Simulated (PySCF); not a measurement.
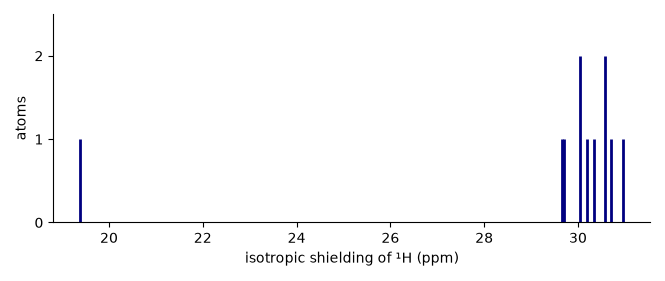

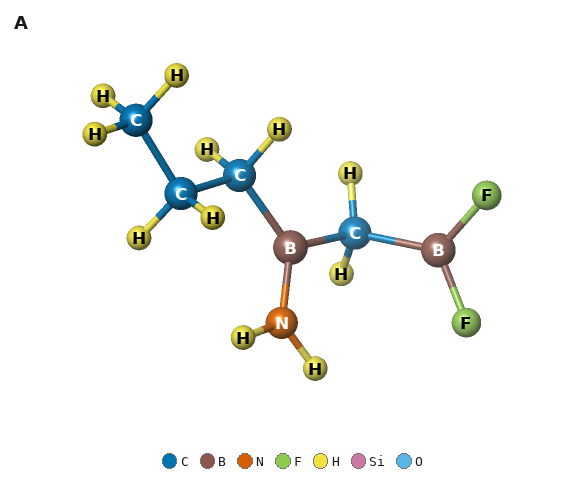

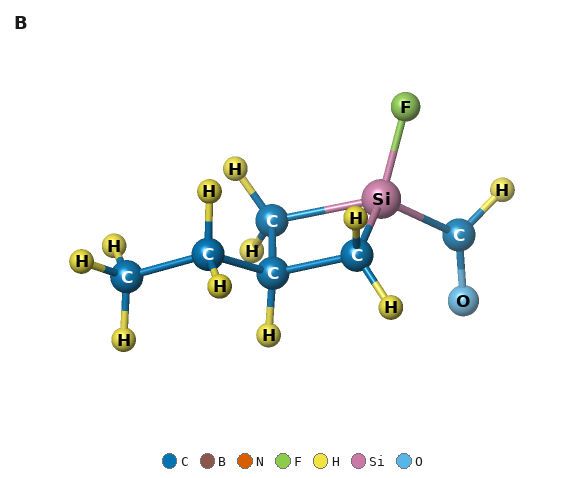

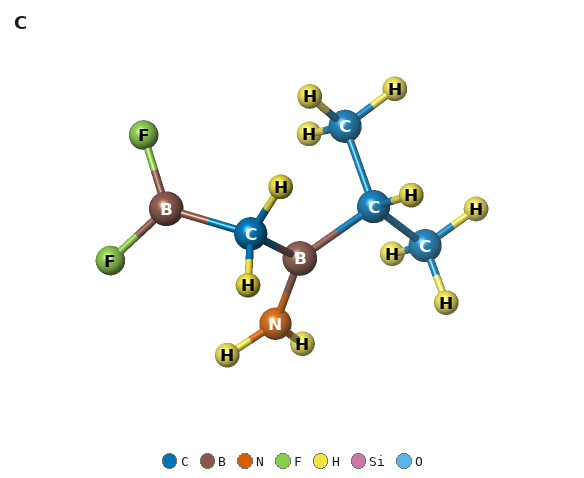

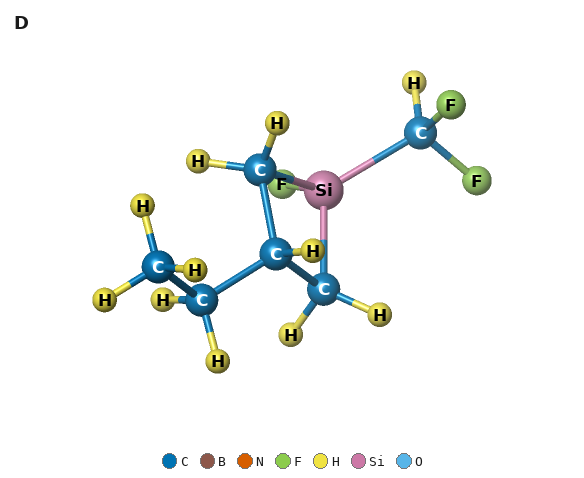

The sticks are computed shieldings of one of the molecules, for one fixed geometry (GFN2-xTB) without averaging over rotations. Low shielding means a high chemical shift. Method: GIAO PBE0/pcSseg-1 NMR shielding, non-relativistic, gas phase (PySCF 2.14.0).

### Match the spectrum to a structure.

B, `CC[C@H]1C[Si@](F)(C=O)C1`. Its 11 H atoms give lines at 19.39, 29.66, 29.70, 30.04 (2 atoms), 30.18, 30.34, 30.57 (2 atoms), 30.72, 30.97 ppm.

The geometry is semi-empirical. Around B, Si such bond lengths and angles can be off by a tenth of an ångström or more and by several degrees, and values that hang on the shape move with them.
